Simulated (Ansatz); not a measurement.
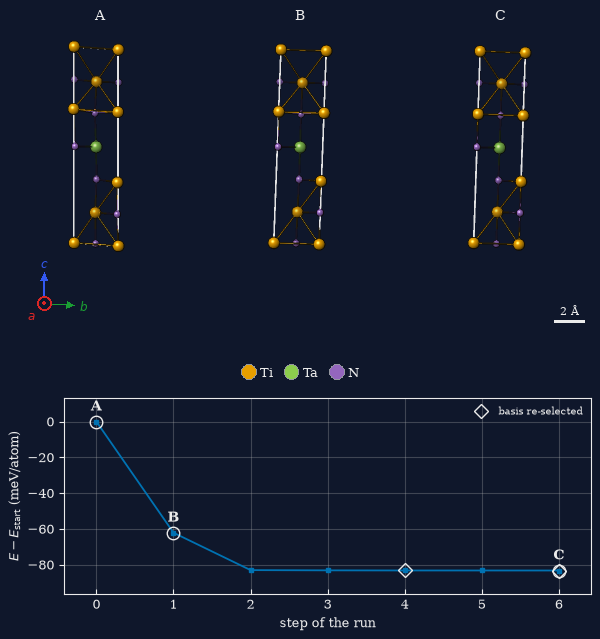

Frames of a relaxation of crystalline TaTi5N6 (a generated structure, set up in P1) (coarse preliminary run), marked on the history of the run. The picture is a ball-and-stick view of the cell of the calculation, seen along the a axis.

Computed with DFT PBE, scalar-relativistic, plane waves, PAW (Ansatz). (plane-wave cutoff 420 eV; k-point mesh 8 × 8 × 2; occupations gaussian; smearing width 0.2 eV; no spin polarisation; cell and atoms relaxed; force threshold 0.025 eV/Å; at most 60 steps)

**Describe the path.**

The energy falls by 83.2 meV per atom in 4 accepted moves (6 points after the start). Largest force component: 1.7 eV/Å at the start, 0.0016 eV/Å at the end. Pressure: −1.44 GPa at the start and −0.02 GPa at the end. At 2 points the geometry stayed and the basis and grid were re-selected for the new cell (energy shift of 0.1 meV per atom at most each time). A Ti atom moves most relative to the cell: 0.14 Å along [1 1 −2]. By element the largest moves are Ti 0.14 Å, N 0.12 Å, Ta 0.04 Å. Cell: a 3.087 → 3.029 Å (−1.9 %), b 2.967 → 3.029 Å (+2.1 %), c 13.144 → 12.842 Å (−2.3 %), α 94.0° → 90.0°, β 90.5° → 90.0°, γ 89.6° → 90.0°. Volume −1.9 %. Among the contacts that change: N–Ti 2.506 → 2.214 Å, Ta–Ti 3.344 → 3.080 Å, Ta–Ti 3.322 → 3.080 Å, Ti–Ti 3.184 → 2.988 Å. Among the angles between lasting bonds that change: Ti–N–Ta 99.4° → 91.0°, Ti–N–Ti 82.0° → 90.0°, Ti–N–Ti 81.5° → 89.0°. The space group (tolerance 0.01 Å) goes from P1 (No. 1) to P4/mmm (No. 123). The run took 87 s on 4 threads of Intel(R) Xeon(R) Platinum 8259CL CPU @ 2.50GHz (Skylake/Cascade Lake), with other jobs on the host, peak memory 0.83 GiB. From step 0 to 1: a Ti atom moves most (0.07 Å), volume −1.3 %, energy −62.1 meV per atom. From step 1 to 6: a Ti atom moves most (0.09 Å), volume −0.6 %, energy −21.1 meV per atom.

```tsv
step	E − E(0), meV/atom	largest force component, eV/Å	pressure, GPa	volume, Å³/atom	note
0	0.00	1.7287	-1.44	10.007	
1	-62.11	1.1191	-0.17	9.878	
2	-83.00	0.1201	-0.20	9.825	
3	-83.13	0.0151	0.05	9.815	
4	-83.20	0.0154	0.06	9.815	same geometry, new basis
5	-83.20	0.0016	-0.02	9.817	
6	-83.22	0.0016	-0.02	9.817	same geometry, new basis
```
